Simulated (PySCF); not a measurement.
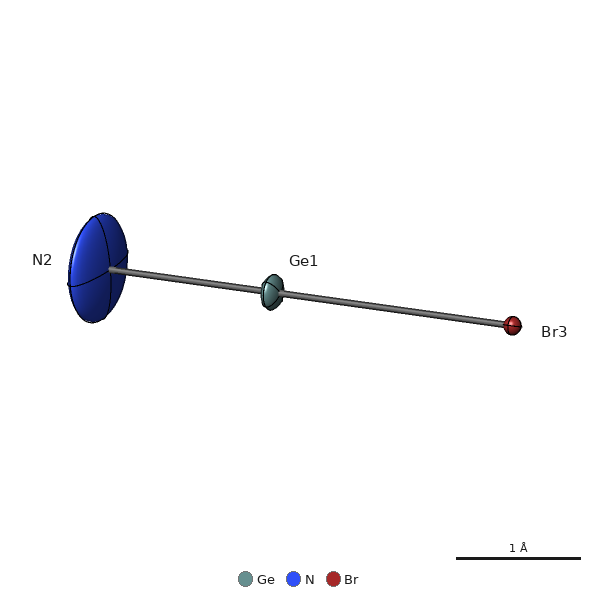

Displacement ellipsoids at the 50 % level, enlarged 2 times, from the internal vibrations of the free molecule (harmonic, no overall translation or rotation; no half-axis is drawn under 0.075 Å). Vibrations computed with RKS-based PBE0, Ge def2-TZVP, N def2-TZVP, Br def2-TZVP; non-relativistic; density fitting (PySCF 2.14.0). Temperature: 200 K.

> Which atom has the largest mean-square displacement?

N2, with U_eq = 0.0142 Å².

Give the displacement parameters, one line for each set of equivalent atoms.

```json
{"atom": "Ge1", "U_eq (Å²)": "0.0016", "rms amplitudes (Å)": "0.020, 0.047, 0.047"}
{"atom": "N2", "U_eq (Å²)": "0.0142", "rms amplitudes (Å)": "0.038, 0.143, 0.143"}
{"atom": "Br3", "U_eq (Å²)": "0.00038", "rms amplitudes (Å)": "0.018, 0.019, 0.021"}
```
